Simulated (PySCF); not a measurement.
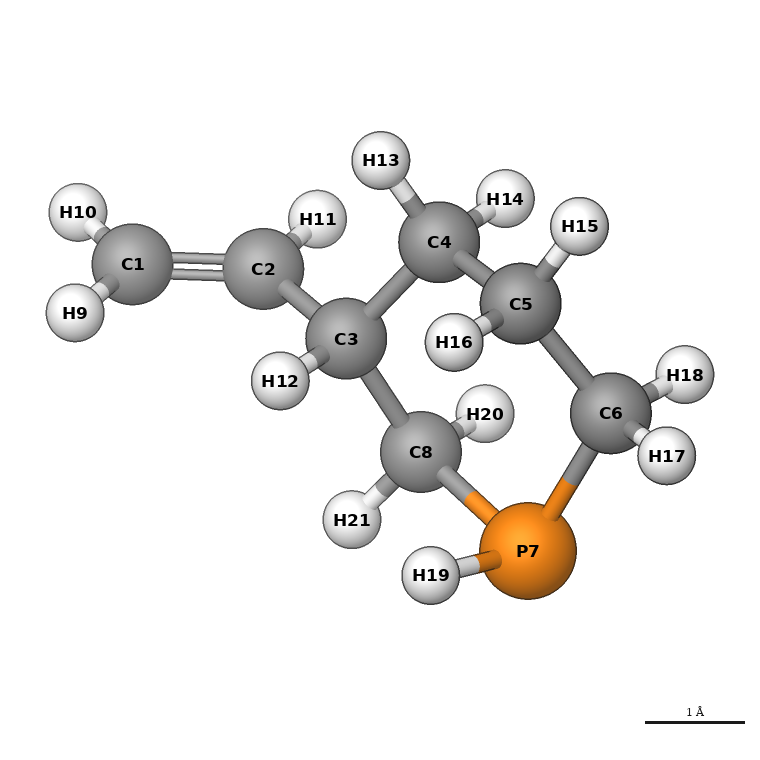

The atoms are numbered. Computed geometry: PBE0-D3(BJ)/def2-SVP optimisation. No frequency run is at hand to confirm it as a minimum.

List the bonds and their lengths. Leave out bonds to hydrogen.

```tsv
bond	length (Å)	order
C1–C2	1.333	double
C2–C3	1.500	single
C3–C4	1.534	single
C3–C8	1.534	single
C4–C5	1.525	single
C5–C6	1.523	single
C6–P7	1.861	single
P7–C8	1.860	single
```
